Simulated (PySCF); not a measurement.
# C5H8N2, SMILES `CN1C=CN(C)[C]1`: electronic structure

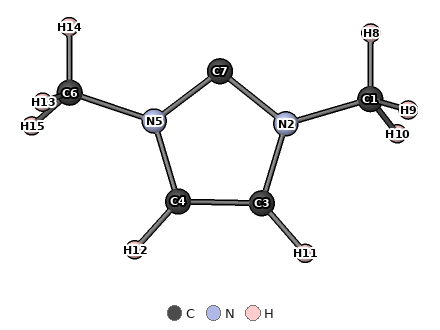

The molecule, with its atoms numbered as below. No frequency check shows the geometry to be a minimum.

Coordinates in Å:

```
C1      -2.4289    0.5604    0.0008
N2      -1.0637    0.1235   -0.0007
C3      -0.6762   -1.1938   -0.0004
C4       0.6762   -1.1939    0.0004
N5       1.0637    0.1235    0.0007
C6       2.4289    0.5604   -0.0008
C7       0.0001    0.9657    0.0001
H8      -2.4364    1.6486   -0.0036
H9      -2.9536    0.1969   -0.8868
H10     -2.9530    0.1969    0.8887
H11     -1.3781   -2.0033   -0.0005
H12      1.3781   -2.0033    0.0005
H13      2.9530    0.1969   -0.8887
H14      2.4364    1.6486    0.0036
H15      2.9536    0.1969    0.8868
```

Part 1: Excited states

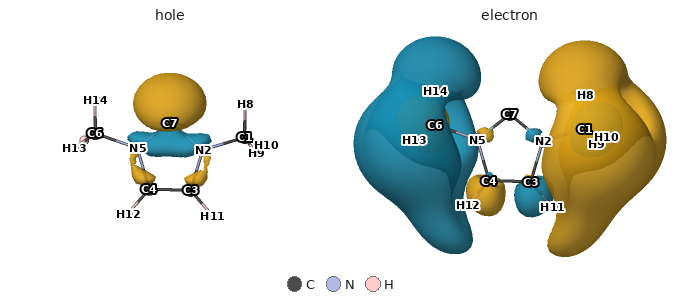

Leading natural transition orbital pair of S₃ (TDA singlet states); the surfaces enclose about 78 % of each orbital's density.

Method: PBE/def2-SVP; geometry: GFN2-xTB; program: PySCF. Without diffuse functions Rydberg states are missing, so the states' numbers hold for this basis only.

**Give its energy and the atoms that hole and electron lie on.**

5.72 eV (217 nm), f = 0.017, partly diffuse acceptor orbital, which a basis without diffuse functions describes poorly; the leading pair carries 99 %; hole on C7 (76 %) and N2 and N5 (6 % each), electron on H9, H10, H13 and H15 (11 % each), C1 and C6 (11 % each) and H8 and H14 (6 % each) (atom shares of so diffuse an orbital are rough); their centroids lie 1.2 Å apart; S₄ lies within 0.1 eV of it. In canonical orbitals it is mainly HOMO → LUMO+3 (99 %). The HOMO–LUMO gap is 4.25 eV.

Part 2: Removing or adding an electron

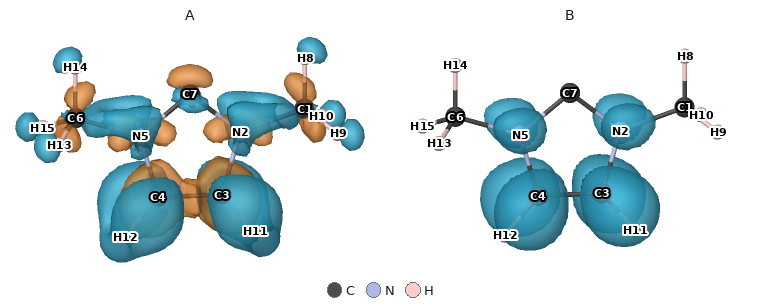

The Fukui function f⁺ from two separate SCF calculations and the density of the LUMO, at ±0.02 e/Å³ (light blue positive, orange negative).

Computed with PySCF, PBE0/cc-pVDZ, geometry: GFN2-xTB.

**Which panel is which, and how good is the frozen-orbital picture?**

A is f⁺ (it has negative regions), B the LUMO density. The LUMO lies on C3 and C4 (29 % each), N2 and N5 (8 % each) and H11 and H12 (5 % each); f⁺ (Hirshfeld-condensed) is largest on C3 and C4 (0.16 each); the vertical electron affinity is −2.98 eV (the stability of the anion's solution wasn't checked; negative, but this basis has no diffuse functions, so it doesn't show that the anion is unbound). Relaxation shifts 33 % of the electron between atoms. The orbital energy is 1.14 eV.

Part 3: Magnetic shielding

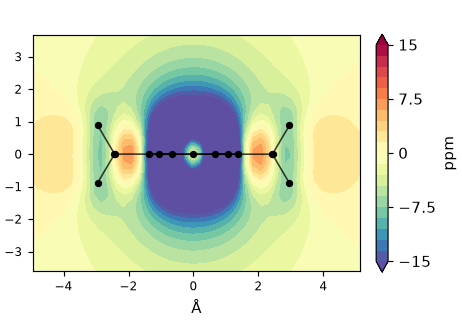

NICSzz (the component normal to the ring) in a plane perpendicular to the 5-membered ring N2/C3/C4/N5/C7; GIAO shieldings; atoms are projected onto the map; negative values mean shielding.

Computed with PySCF, HF/6-31G*, geometry: GFN2-xTB.

**What does the map say about the ring?**

It is strongly diatropic (aromatic): NICS(0) = −12.9, NICS(1) = −10.6, NICS(1)zz = −25.0 ppm.

The PySCF runs shown took 4.2 min, 2.2 min and 15 s on 1 thread of Arm Neoverse V2 (shared host).
